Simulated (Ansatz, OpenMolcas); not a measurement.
## Strength of the O–B bond: B(OH)F2 → OH + BF2

Species: B(OH)F2 (difluorohydroxyborane), singlet; OH, doublet; BF2 `F[B]F`, doublet. 

Shapes, held fixed at every level: PBE0-D4/def2-TZVP. Programs: Ansatz 0.2.0, OpenMolcas 26.06. The zero-point and thermal change to 298 K, harmonic and unscaled (PBE0-D4/def2-TZVP), is -17.2 kJ/mol.

```csv
level,kind,ΔH(298 K) (kJ/mol),less CCSD(T)/CBS estimate
B3LYP/6-31G* (Cartesian functions),global hybrid,+621.7,-13.7
B3LYP-D4/def2-TZVPP,global hybrid,+612.6,-22.8
r2SCAN0-D4/def2-TZVPP,global hybrid,+602.7,-32.7
wB97X-V/def2-TZVPP,range-separated hybrid,+627.7,-7.7
CCSD/def2-SVP,coupled cluster or CI,+623.4,-12.0
CCSD(T)/def2-TZVPP,coupled cluster or CI,+623.6,-11.8
CCSD/def2-TZVPP,coupled cluster or CI,+615.2,-20.2
CCSD(T)/CBS estimate,coupled cluster or CI,+635.4,0.0
```

The highest level, CCSD(T)/CBS estimate, gives ΔH(298 K) = +635.4 kJ/mol; the levels span +602.7 to +635.4. The column of differences is taken from that level and isn't an error. No measured value is set beside it here. Open shells run unrestricted. The CBS estimate extrapolates MP2 from def2-TZVPP and def2-QZVPP and adds CCSD(T) − MP2 in the triple-zeta set, cores frozen. CCSD(T)/CBS estimate lies outside the range of all other levels here, so it shouldn't be taken on trust.

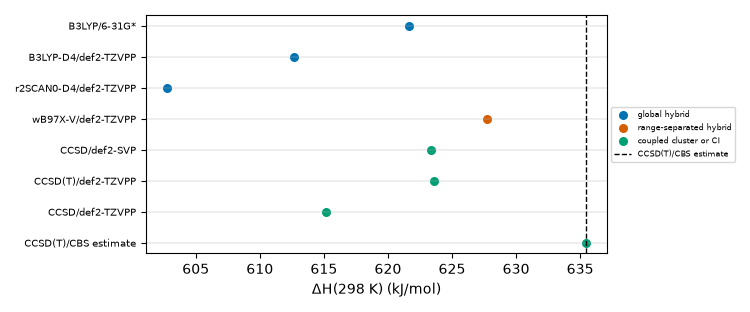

The values of the table, level by level.
